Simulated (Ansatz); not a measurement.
## Graphene zigzag nanoribbon, H-capped, B on C sites (78 atoms): a reference run and its variants

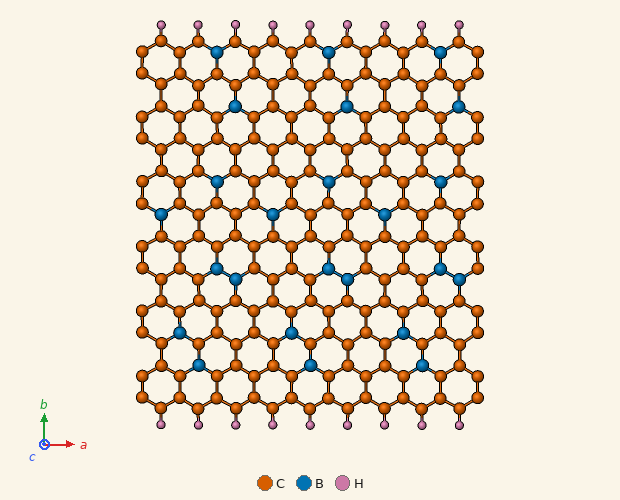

The cell (carbon orange, boron blue, hydrogen pink). 3×1×1 cells are drawn. Some periodic images of atoms are drawn too.

The cell holds 78 atoms: 64 C, 8 B and 6 H. Its edges and angles: a = 7.380 Å, b = 36.325 Å, c = 10.000 Å, α = 90.0°, β = 90.0°, γ = 90.0°. It derives from C (graphene) and B. Graphene (a = 2.46 Å), rectangular cell with x along the zigzag direction; strip nominally 27 Å wide, 3 periods, edges capped with H, 10 Å of vacuum, 8 of 72 C replaced by B at random; not relaxed, displaced by a Gaussian of 0.02 Å. Regions: sheet, 72 atoms (64 C and 8 B); hydrogen, 6 atoms (6 H). Vacuum lies along b and c. The structure repeats along a.

Geometry: as built.

Reference run: Kohn-Sham DFT, PBE+D3(BJ), PAW (set soft_2), plane waves (Ansatz 0.2.0), cutoff 420 eV, k-mesh 2×1×1, gaussian smearing of 0.05 eV.

* r.m.s. force component: 1.731 eV/Å
* SCF cycles: 19
* time: 91 s on 4 threads of Arm Neoverse V2, shared host

**Question.** The same geometry is run again with each of these changes. How far do the results move, and how long does each run take?
- support functions low
- support functions medium
- support functions medium, spacing 0.411 Å
- support functions medium, spacing 0.343 Å
- support functions medium, spacing 0.297 Å
- support functions medium, spacing 0.263 Å

Each row is set against the plane-wave reference (Kohn-Sham DFT, PBE+D3(BJ), PAW (set soft_2), plane waves; r.m.s. force component 1.73 eV/Å). Energies are set beside the reference only for runs with its functional, potentials and electron count. Times are for 4 threads of Arm Neoverse V2, shared host. The reference's time includes the DOS, ELF and grids, which some other runs skip.

```csv
run,"Δ force, r.m.s. (meV/Å)",share of r.m.s. force (%),Δ energy (meV/atom),cycles,time,host memory (GiB)
reference,-,-,-,19,91 s,5.9
support functions low,2.08,0.12,-3.49,25,3.3 min,3.5
support functions medium,2.08,0.120,-3.49,26,3.3 min,3.7
"support functions medium, spacing 0.411 Å",737,42.6,348,30,95 s,2.1
"support functions medium, spacing 0.343 Å",49.7,2.87,14.7,27,99 s,2.1
"support functions medium, spacing 0.297 Å",6.66,0.385,-2.75,26,2.5 min,2.8
"support functions medium, spacing 0.263 Å",5.22,0.302,-3.30,26,3.1 min,3.2
```

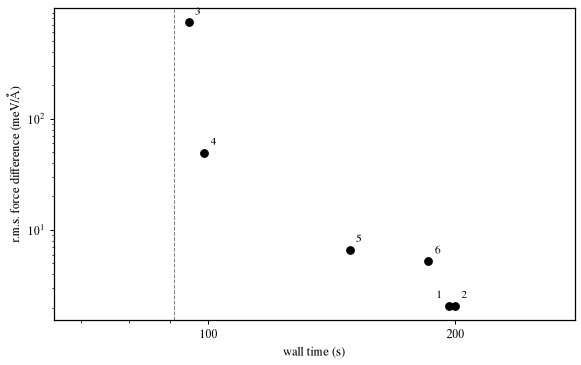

Force difference from the reference against wall time; the dashed line marks the reference's time. Points: 1 support functions low; 2 support functions medium; 3 support functions medium, spacing 0.411 Å; 4 support functions medium, spacing 0.343 Å; 5 support functions medium, spacing 0.297 Å; 6 support functions medium, spacing 0.263 Å.

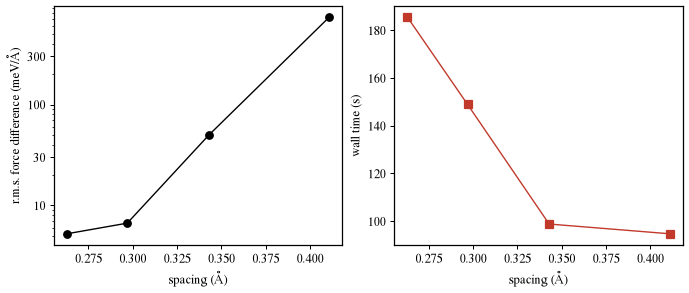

Force difference and time against the spacing.

Among numerical settings the force difference runs from 2.1 meV/Å (support functions low) to 737 meV/Å (support functions medium, spacing 0.411 Å). At 78 atoms the fastest of the runs at a preset level, support functions low, takes roughly 2.2 times the time of plane waves (whose run also made extra analyses, so the like-for-like ratio is larger), in 25 SCF cycles against 19. Differences between support functions and plane waves include what basis error the plane-wave run still has. As the typed spacing goes from 0.263 to 0.411 Å, the force difference goes from 5.2 to 737 meV/Å, and the time from 3.1 min to 95 s. The main run has no spin polarisation, so any moments at edges, vacancies or dangling bonds can't form in it.

[Logs are printed without paths, hosts, clocks, repeated set-up lines and the standing remarks that a program may print on its own settings, such as how far it seeks lower states.]

[Hosts, paths, dates, database ids (printed as entryN), source tags and the programs' standing remarks are cut or masked in the printed files.]
